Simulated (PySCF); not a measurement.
## A study: C₃H₄F₂O₂, SMILES `CC(F)(F)OC=O`

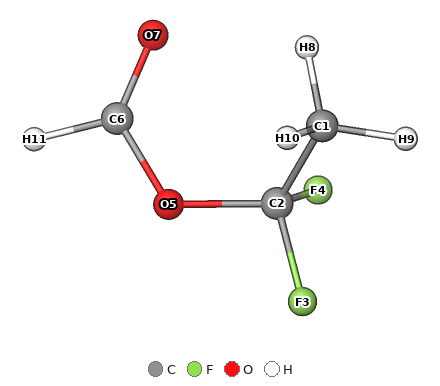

The molecule, with its atoms numbered as below. No frequency check shows the geometry to be a minimum.

Cartesian coordinates (Å):

```
C1       0.6800    1.3779    0.5624
C2       0.6537   -0.0257    0.0000
F3       1.7806   -0.6937    0.3281
F4       0.6340   -0.0044   -1.3534
O5      -0.3845   -0.8445    0.4537
C6      -1.6619   -0.4927    0.2499
O7      -2.0591    0.5091   -0.2484
H8      -0.1910    1.9240    0.2105
H9       1.5863    1.8678    0.2154
H10      0.6817    1.3276    1.6478
H11     -2.2900   -1.3091    0.6369
```

## 1. Removing or adding an electron

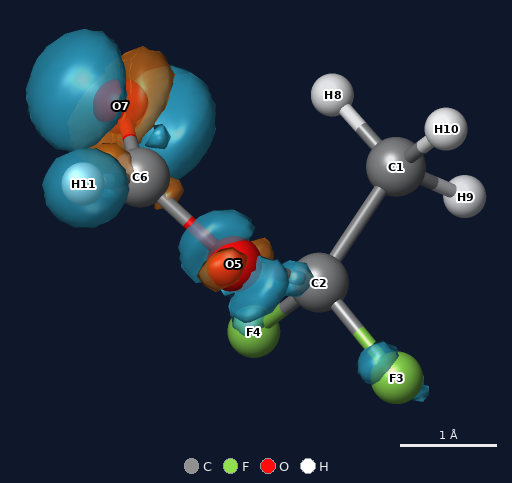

Fukui function f⁻ = ρ(N) − ρ(N−1) at fixed geometry, surfaces at ±0.08 e/Å³ (light blue positive, orange negative).

PySCF calculation, PBE0/6-31G*, gas phase; geometry: GFN2-xTB.

Q: On which atoms does the density change most on removal of an electron?

A: f⁻ (Hirshfeld-condensed) is largest on O7 (0.39); the vertical ionisation energy is 11.23 eV. Condensed values hint at sites of electrophilic attack but needn't mark the atom that reacts. Orbital relaxation makes it negative in places (0.28 e in all).

```csv
atom,f⁻,charge
C1,+0.03,−0.12
C2,+0.01,+0.25
F3,+0.06,−0.10
F4,+0.04,−0.10
O5,+0.12,−0.12
C6,+0.14,+0.19
O7,+0.39,−0.23
H8,+0.01,+0.05
H9,+0.04,+0.06
H10,+0.03,+0.05
H11,+0.13,+0.07
```

## 2. Localised orbitals

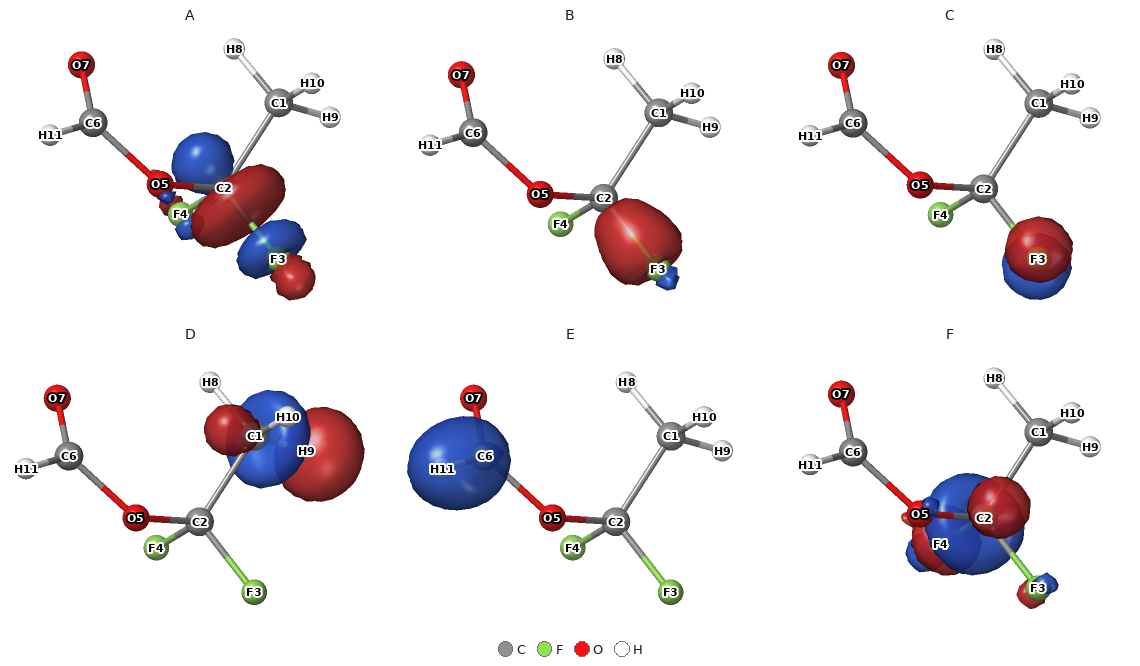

Intrinsic bond orbitals (IBO), occupied and valence-virtual; each surface holds about 70 % of the orbital's density. Energies are diagonal elements of the Fock matrix.

PySCF calculation, HF/def2-TZVP, gas phase; geometry: GFN2-xTB.

Q: What does each orbital represent in a Lewis picture?

A: By panel:
- A: σ* orbital C2–F3, mostly on C2 (C2 68 %, F3 28 %; 13.5 eV)
- B: σ bond F3–C2 (F3 70 %, C2 29 %; −32.9 eV)
- C: lone pair on F3 (p-type) (F3 98 %; −18.8 eV)
- D: σ* orbital H9–C1 (H9 58 %, C1 42 %; 14.9 eV)
- E: σ bond C6–H11 (C6 59 %, H11 41 %; −21.4 eV)
- F: σ* orbital C2–F4, mostly on C2 (C2 68 %, F4 28 %; 13.4 eV)

## 3. Stretching a bond

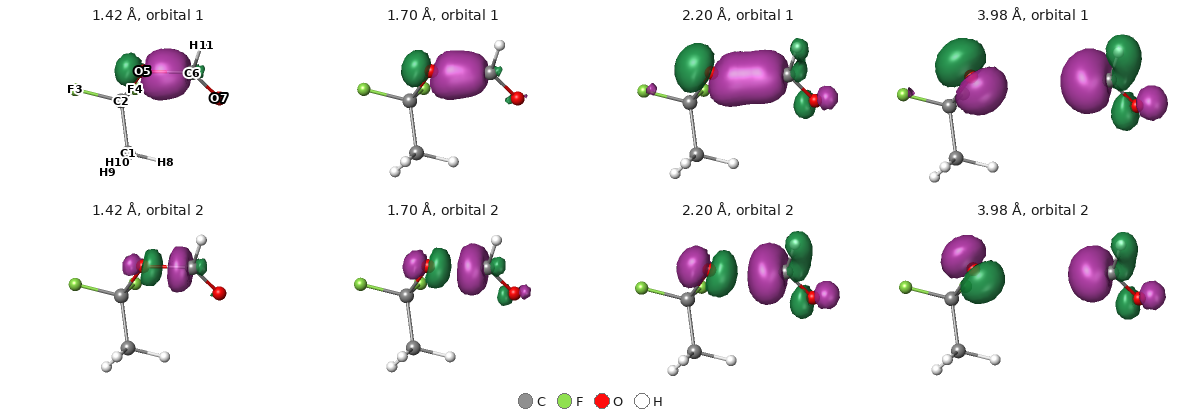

Rigid stretch of the O5–C6 bond. The two CASSCF(2,2) natural orbitals nearest half filling (orbital 1 the more occupied).

Level of theory: 6-31G* basis (PySCF), at a geometry from GFN2-xTB.

Q: How do the occupations change along the stretch?

A: 1.42 Å: 1.98 and 0.02; 1.70 Å: 1.95 and 0.05; 2.20 Å: 1.76 and 0.24; 3.98 Å: 1.03 and 0.97. At the longest distance computed (3.98 Å) they are 1.03 and 0.97, and the effective number of unpaired electrons is 2.0.

Q: Where does the UHF solution part from RHF?

A: Between 1.70 Å (⟨S²⟩ = 0, the two coincide) and 1.92 Å (⟨S²⟩ = 0.26); at 3.98 Å ⟨S²⟩ is 1.02 and UHF lies 5.3 eV below RHF.
